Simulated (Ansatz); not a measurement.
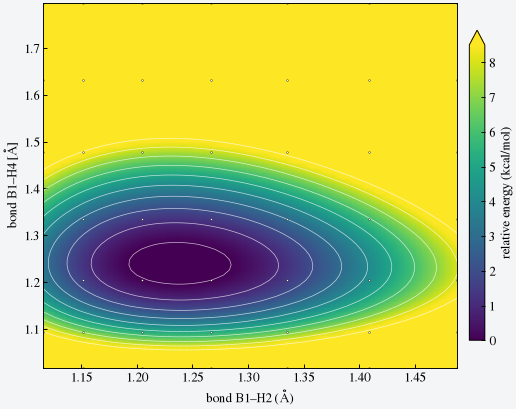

BH₄, SMILES [BH4-], charge −1. Two internal coordinates are moved rigidly from the geometry relaxed at PBE0-D4/def2-TZVP, all others fixed. First axis: bond B1–H2. Second axis: bond B1–H4. The grid has 7 × 7 points. Points are written as (first, second). All energies are given in kcal/mol relative to the lowest grid point. Level of theory: Ansatz, RKS r2SCAN-D4/def2-TZVPPD.

In the figure: a smooth colour map with a few white contour lines, dots at the grid points, one colour for all values above the top of the scale. Between grid points the surface is interpolated.

> Estimate the position of the minimum and the force constants in these coordinates.

The interpolated minimum is at bond B1–H2 ≈ 1.237 Å, bond B1–H4 ≈ 1.237 Å. The curvatures there are about 18 eV/Å² and 18 eV/Å², with a cross term of about 0.5 eV/Å². Round the minimum the contours are nearly round: the two directions are equally stiff and uncoupled. (1 eV is 23.1 kcal/mol.)
